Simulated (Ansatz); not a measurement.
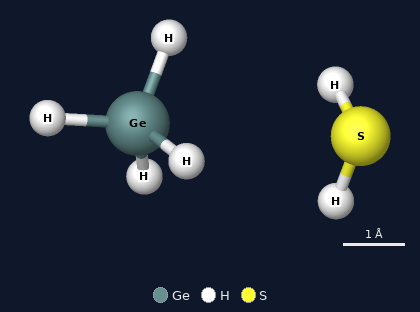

**Figure 1.** The structure as given in the input (ball-and-stick view, seen at a tilt). Sticks mark near contacts. Bond lengths as drawn: Ge–H 1.53 to 1.54 Å and H–S 1.34 Å.

**Nudged elastic band, with input and output: GeH₆S**

System: GeH₆S.
Method: RKS PBE0-D4/def2-SVP (Ansatz 0.2.0).

The run did not end well.

### Input
```yaml
crystal:
  periodic: [false, false, false]
  atoms:
    - {symbol: Ge, position_ang: [-0.966698, -0.872472, -0.598248]}
    - {symbol: H, position_ang: [0.426126, -0.764110, -1.234221]}
    - {symbol: H, position_ang: [-1.863160, -1.728082, -1.508880]}
    - {symbol: H, position_ang: [-1.580886, 0.526310, -0.461485]}
    - {symbol: H, position_ang: [-0.860474, -1.536884, 0.778534]}
    - {symbol: H, position_ang: [2.353276, 0.774400, 0.870362]}
    - {symbol: S, position_ang: [1.355072, 1.347392, 1.559488]}
    - {symbol: H, position_ang: [1.136844, 2.253547, 0.594549]}
basis:
  gaussian: {orbitals: def2-SVP}
hamiltonian: {xc: pbe0, dispersion: d4}
neb:
  images: 5
  climbing: true
  max_iterations: 30
  initial_path: idpp
  f_tol: 2.0
  final_atoms:
    - {symbol: Ge, position_ang: [-1.101396, -0.039051, 0.243378]}
    - {symbol: H, position_ang: [2.314848, -1.447007, -1.144822]}
    - {symbol: H, position_ang: [-0.822420, -0.336654, -1.237307]}
    - {symbol: H, position_ang: [-2.427881, 0.723121, 0.384615]}
    - {symbol: H, position_ang: [-1.132084, -1.334620, 1.061249]}
    - {symbol: H, position_ang: [2.165740, -0.878602, -0.682293]}
    - {symbol: S, position_ang: [0.565923, 1.146316, 1.119600]}
    - {symbol: H, position_ang: [0.437372, 2.166597, 0.255679]}
```

Launched with:
```bash
ansatz run in.yaml --threads 2 --pin off --events-out ev --progress --plain --max-ram 4352MiB
```

### Output
```
Functional definition: PBE0
  name "PBE0"
  cite "Adamo & Barone, J. Chem. Phys. 110, 6158 (1999) doi:10.1063/1.478522"
  cite "Perdew, Burke & Ernzerhof, Phys. Rev. Lett. 77, 3865 (1996) doi:10.1103/PhysRevLett.77.3865"
  parent pbe
  parameter a = 0.25
  parameter kappa = 0.804
  parameter beta = 0.06672455060314922
  exchange = (1 - a)*pbe_x(kappa = kappa, mu = beta*pi^2/3) + a*exact_x
  correlation = pbe_c(beta = beta)
855 factors; integrals over basis functions are off by at most 3.2e-4 eV
mean field evaluation 1: about -67428.8040 eV, gradient 1.6e1 eV
mean field evaluation 2: about -67429.0214 eV, gradient 1.3e1 eV
mean field evaluation 4: about -67429.2264 eV, gradient 4.3e-1 eV
mean field evaluation 8: about -67429.2262 eV, gradient 2.3e-3 eV
mean field -67429.22620481 eV, -2477.9783578557 hartree, gradient 2.9e-5 eV, S^2 0.000000; 0 other end points of the search recorded, 0 dependent functions left out
the calculation of the forces begins
reference -67429.22623171 eV, -2477.9783588444 hartree; 27, 27 occupied and 53, 53 virtual orbitals, 855 factors
853 factors; integrals over basis functions are off by at most 3.6e-4 eV
mean field evaluation 16: about -67429.3442 eV, gradient 3.1e-1 eV
mean field -67429.33916064 eV, -2477.9825089059 hartree, gradient 2.2e-5 eV, S^2 0.000000; 0 other end points of the search recorded, 0 dependent functions left out
[... from here on the field's lines of each further geometry are left out, up to the last ...]
NEB iter   1: max|band force component| = 4.265e0 eV/Å  barrier→ = 5.8588 eV  barrier← = 5.9883 eV  Δτ_max = 0.2000 Å  (166 SCF iters)
NEB iter   2: max|band force component| = 3.527e0 eV/Å  barrier→ = 4.4955 eV  barrier← = 4.6250 eV  Δτ_max = 0.2000 Å  (134 SCF iters)
NEB iter   3: max|band force component| = 9.041e0 eV/Å  barrier→ = 3.4422 eV  barrier← = 3.5716 eV  Δτ_max = 0.1012 Å  (136 SCF iters)
NEB iter   4: max|band force component| = 2.593e0 eV/Å  barrier→ = 3.0649 eV  barrier← = 3.1944 eV  Δτ_max = 0.2000 Å  (127 SCF iters)
NEB iter   5: max|band force component| = 2.932e0 eV/Å  barrier→ = 2.6090 eV  barrier← = 2.7385 eV  Δτ_max = 0.1018 Å  (125 SCF iters)
NEB iter   6: max|band force component| = 9.031e-1 eV/Å  barrier→ = 2.4274 eV  barrier← = 2.5569 eV  CI = image 3  CI's point: of a kind that is not told: the force calls met no fall of its own across the path by its bar (0.5 eV/Å² at the least)  an image goes back on the path  Δτ_max = 0.1021 Å  (1730 SCF iters)
```

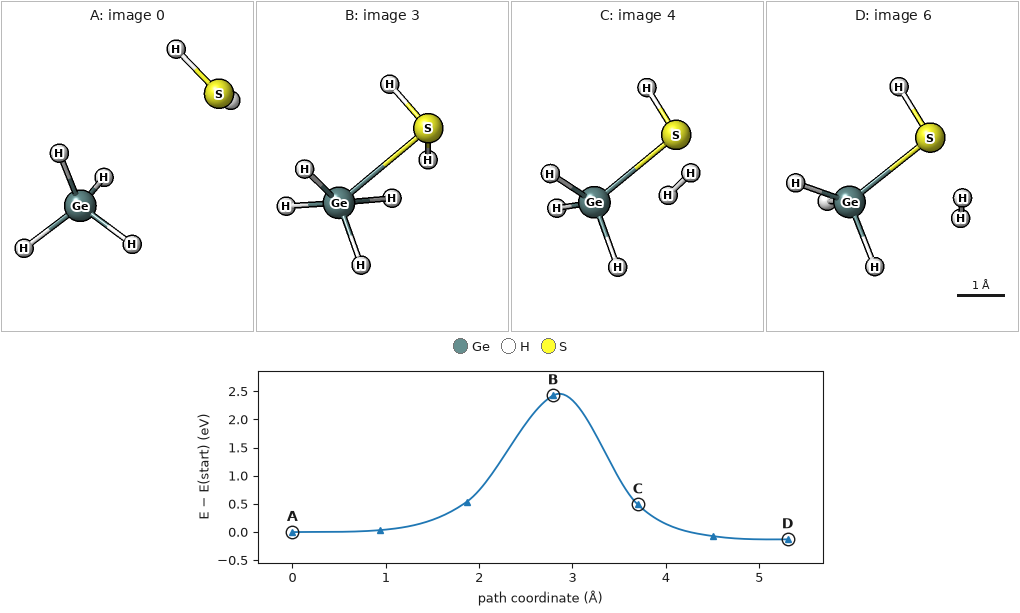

**Figure 2.** Images of the last band (counted from 0; ball-and-stick, seen at a tilt) above the energy along the path; the line is a cubic interpolation that uses the forces. The highest image is number 3, 2.427 eV above the start and 2.557 eV above the end (the climbing image); the end lies 0.129 eV below the start. The path is 5.31 Å long. The band had not converged after 6 iterations. The end points carry forces over 0.1 eV/Å, so they aren't fully relaxed minima and the barriers are approximate.

```
the calculation of the forces begins
reference -67426.86841462 eV, -2477.8917106645 hartree; 27, 27 occupied and 53, 53 virtual orbitals, 857 factors
these checks for a lower state are left out or cut short: stability, starts, cluster_reference, orbital_swaps, neighbouring_geometries, increment
857 factors; integrals over basis functions are off by at most 1.1e-3 eV
mean field -67426.88118041 eV, -2477.8921797984 hartree, gradient 1.1e-6 eV, S^2 0.000000; 0 other end points of the search recorded, 0 dependent functions left out
the calculation of the forces begins
reference -67426.88120489 eV, -2477.8921806983 hartree; 27, 27 occupied and 53, 53 virtual orbitals, 857 factors
these checks for a lower state are left out or cut short: stability, starts, cluster_reference, orbital_swaps, neighbouring_geometries, increment
857 factors; integrals over basis functions are off by at most 6.2e-4 eV
Error: SIGTERM received: run cancelled behind 1101 evaluations of the mean field
```

### The last band as extended XYZ (Å, eV, eV/Å)
```
8
Properties=species:S:1:pos:R:3:forces:R:3 image=0 energy=-67429.31294
Ge   -0.9667   -0.8725   -0.5982    0.0134   0.0174   0.0324
H     0.4261   -0.7641   -1.2342    0.0432   0.0029  -0.0242
H    -1.8632   -1.7281   -1.5089   -0.0252  -0.0253  -0.0308
H    -1.5809    0.5263   -0.4615   -0.0202   0.0396  -0.0020
H    -0.8605   -1.5369    0.7785    0.0015  -0.0223   0.0347
H     2.3533    0.7744    0.8704    0.1517  -0.0913  -0.1130
S     1.3551    1.3474    1.5595   -0.1299  -0.0568   0.2564
H     1.1368    2.2535    0.5945   -0.0346   0.1356  -0.1536
8
Properties=species:S:1:pos:R:3:forces:R:3 image=1 energy=-67429.27885
Ge   -0.8670   -0.7872   -0.4154   -0.0384  -0.0248  -0.0230
H     0.5791   -0.6749   -0.9224   -0.0057   0.0019  -0.0466
H    -1.6829   -1.5183   -1.4938   -0.0636  -0.0652   0.0056
H    -1.4680    0.6091   -0.1997    0.0060   0.0031  -0.0296
H    -0.8882   -1.5747    0.9015   -0.0099  -0.0124  -0.0138
H     2.0264    0.5063    0.5184    0.0342   0.0399   0.0647
S     1.4381    1.4094    1.3313    0.0605   0.0298   0.0030
H     0.8627    2.0305    0.2801    0.0168   0.0277   0.0397
8
Properties=species:S:1:pos:R:3:forces:R:3 image=2 energy=-67428.77430
Ge   -0.7674   -0.6648   -0.2103   -0.1540  -0.4635  -0.2823
H     0.7199   -0.7664   -0.6686   -0.4172   0.2094   0.0436
H    -1.4231   -1.1478   -1.5021   -0.4791  -0.4158  -0.0918
H    -1.5143    0.6326    0.1475    0.4051   0.1229  -0.1464
H    -0.9113   -1.5807    1.0127   -0.0691  -0.1754  -0.1052
H     1.7286    0.2678    0.2558    0.0864   0.6125   0.5344
S     1.3591    1.3398    1.0258    0.5948   0.0035  -0.0142
H     0.8086    1.9196   -0.0606    0.0332   0.1064   0.0620
8
Properties=species:S:1:pos:R:3:forces:R:3 image=3 energy=-67426.88554
Ge   -0.7089   -0.4288    0.0126   -0.1153  -0.3181  -0.1927
H     1.0165   -0.9472   -0.6456   -0.4044   0.1282   0.2559
H    -1.1832   -0.8450   -1.3877   -0.1897  -0.1337  -0.1952
H    -1.7528    0.7145    0.3704    0.3755  -0.1312  -0.0883
H    -0.8931   -1.4564    1.1441    0.2272  -0.0655  -0.1450
H     1.5926   -0.0065   -0.0512   -0.5781   0.0350   0.2640
S     1.0882    1.1291    0.8401    0.5990   0.4134   0.0526
H     0.8408    1.8404   -0.2826    0.0860   0.0719   0.0487
8
Properties=species:S:1:pos:R:3:forces:R:3 image=4 energy=-67428.82269
Ge   -0.8835   -0.1861    0.2358   -0.1621   0.5021   0.2639
H     1.3845   -1.0509   -0.8337    0.9354   0.3013   0.1391
H    -1.1052   -0.7882   -1.1844    0.5397   0.2298   0.2256
H    -1.9649    0.8691    0.4435   -0.4680  -0.0567   0.0507
H    -0.9623   -1.3092    1.2810    0.0987   0.0609   0.0009
H     1.7670   -0.4742   -0.4207   -0.4544  -1.2558  -0.8486
S     0.9051    1.1194    0.8166   -0.4824   0.1581   0.1339
H     0.8595    1.8203   -0.3380   -0.0069   0.0604   0.0345
8
Properties=species:S:1:pos:R:3:forces:R:3 image=5 energy=-67429.38569
Ge   -0.9600    0.0026    0.3700    0.0799   0.0666   0.0181
H     1.6069   -1.5008   -1.0767    0.0750  -0.1380  -0.1062
H    -1.0072   -0.6711   -1.0155    0.0925   0.0814   0.0295
H    -2.1001    1.0196    0.4903   -0.1441  -0.0080   0.0287
H    -1.0304   -1.0713    1.4633    0.0024   0.0424   0.0390
H     1.7716   -0.8607   -0.6958    0.0301  -0.0589  -0.0267
S     0.9512    1.1190    0.7510   -0.1459  -0.0294   0.0349
H     0.7681    1.9627   -0.2866    0.0102   0.0438  -0.0173
8
Properties=species:S:1:pos:R:3:forces:R:3 image=6 energy=-67429.44242
Ge   -0.9997    0.2182    0.4763   -0.0457  -0.0231  -0.0084
H     1.7266   -2.0503   -1.2563   -0.0366  -0.4654  -0.2431
H    -1.1446   -0.3983   -0.9229   -0.0144  -0.0211  -0.0372
H    -2.1272    1.2323    0.7223   -0.0410   0.0208   0.0094
H    -1.0079   -0.8718    1.5534   -0.0038  -0.0212   0.0254
H     1.7797   -1.3877   -0.9136    0.0365   0.4799   0.2497
S     0.9840    1.2056    0.6827    0.1302  -0.1045   0.1694
H     0.7893    2.0521   -0.3417   -0.0253   0.1346  -0.1652
```

### Outcome

| quantity | value |
| --- | --- |
| outcome | stopped at the time limit |
| barrier, forward (band not converged) | 2.427 eV |
| barrier, backward | 2.557 eV |
| hardware | 2 CPU threads, shared host |
| wall time | 2.5 min (CPU time 4.7 min) |
| peak memory | 0.38 GiB |

### Diagnosis

A setting was made wrong on purpose: tolerance too loose. The run was cut off by its time limit, so the output is incomplete.
